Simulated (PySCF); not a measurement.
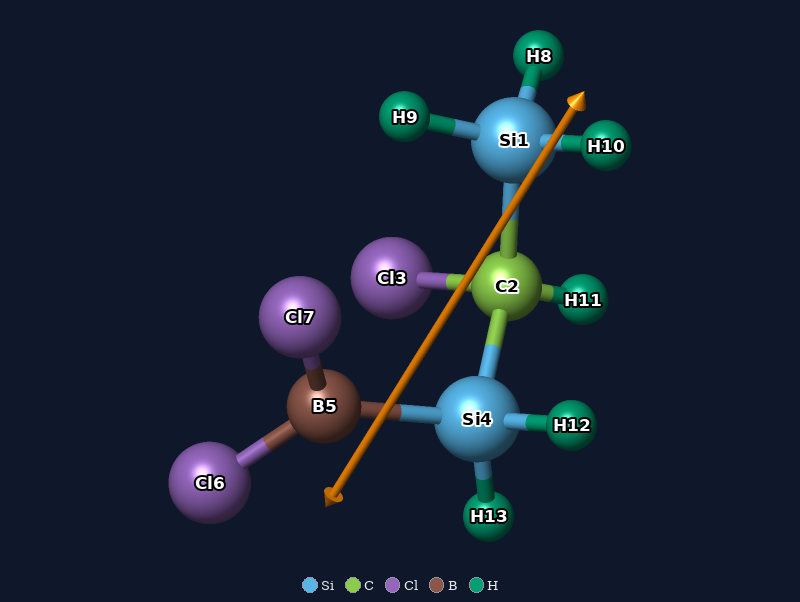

The double arrow shows the direction of the transition dipole to excited singlet state 6 (its length means nothing). The geometry was computed by an optimisation with GFN2-xTB. No frequency run is at hand to confirm it as a minimum. Level of theory: TDDFT CAM-B3LYP/def2-SVPD, vertical, gas phase, core orbitals frozen in the response (PySCF 2.14.0).

> Where does the transition lie, and how strong is it?

6.63 eV (187 nm), oscillator strength 0.097, mainly HOMO−4 → LUMO (weight 0.56); transition dipole 1.97 D.

The geometry is semi-empirical. Around B, Si such bond lengths and angles can be off by a tenth of an ångström or more and by several degrees, and values that hang on the shape move with them.
